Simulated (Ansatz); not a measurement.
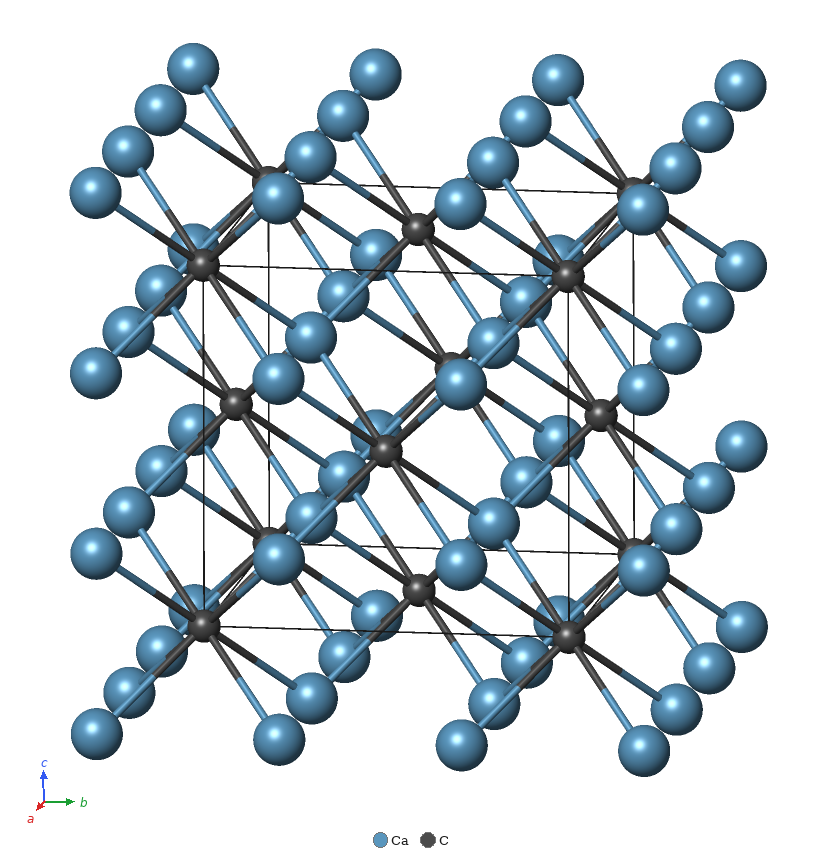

Shown here is a ball-and-stick view of the crystal, taken slightly off an axis. Thin lines show the drawn cell (a repeat of the simulation cell), with boundary atoms drawn in all their periodic places. Bonds that leave the box are completed with the atoms at their other ends.

Ca₂C, a = 6.297 Å, b = 6.297 Å, c = 6.297 Å, α = 89.27°, β = 89.27°, γ = 89.27°. Strictly the space group is R-3m (No. 166, within 0.01 Å). It is a distorted form of a face-centred cubic structure, space group Fm-3m (No. 225) within 0.25 Å: antifluorite. Its origin is a structure type filled with these elements by a generator (whether the compound takes this form wasn't checked). The cell was then strained or its atoms displaced on purpose. It went into a calculation with Ansatz.

This one geometry was computed with Ansatz (DFT, plane waves, PAW) at three levels of theory: HSE06, r2SCAN and PBE. It was relaxed with r2SCAN and then strained.

Question: How does the band gap change with the level of theory?

Answer: PBE: a gap of 0.21 eV, direct; r2SCAN: a gap of 0.42 eV, direct; HSE06: a gap of 0.82 eV, direct.

Question: Collect the results in a table.

Answer:
| level | cutoff (eV) | k-mesh of the run's cell | gap (eV) | pressure (GPa) |
| --- | --- | --- | --- | --- |
| HSE06 | 420 | 6×6×6 | 0.82 | -0.7 |
| r2SCAN | 500 | 8×8×8 | 0.42 | -1.1 |
| PBE | 420 | 8×8×8 | 0.21 | -0.3 |

Gaps are taken on the k-mesh or band path of each run.
